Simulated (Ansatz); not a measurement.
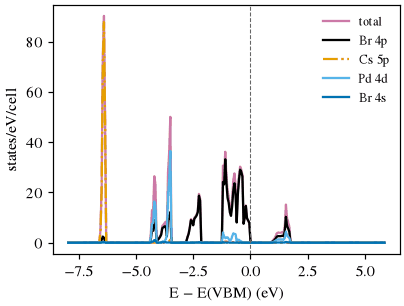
Total and projected density of states of Cs$_{2}$PdBr$_{6}$ in space group Fm-3m (No. 225; Cs on 8c, Pd on 4a, Br on 24e), the program Ansatz at the r²SCAN level (PAW)

**Question.** Which orbitals carry the states next to the gap?

**Answer.** Top 1 eV of the valence band: Br 4p 92 %, Pd 4d 6 %. Bottom 1 eV of the conduction band: Br 4p 67 %, Pd 4d 30 %. Projections are on Löwdin-orthogonalised atomic valence shells; empty p or d shells of many metals are not among them.

**Question.** Where is the tallest occupied peak in this window, and what makes it?

**Answer.** Near -6.4 eV, about 90 states/eV per cell; the largest projected share is Cs 5p.

The workflow started from a Materials Project entry (that database holds measured and hypothetical structures alike); the Crystallography Open Database copy checked does not list it. Whether it is the stable phase at ambient conditions was not checked. Symmetry was held in the r²SCAN relaxation; whether a distortion lowers the energy is not shown. No spin polarisation was allowed. Scalar-relativistic: spin–orbit coupling is off unless named, which matters more the heavier the elements.

Potentials: the later of the program's two PAW sets.
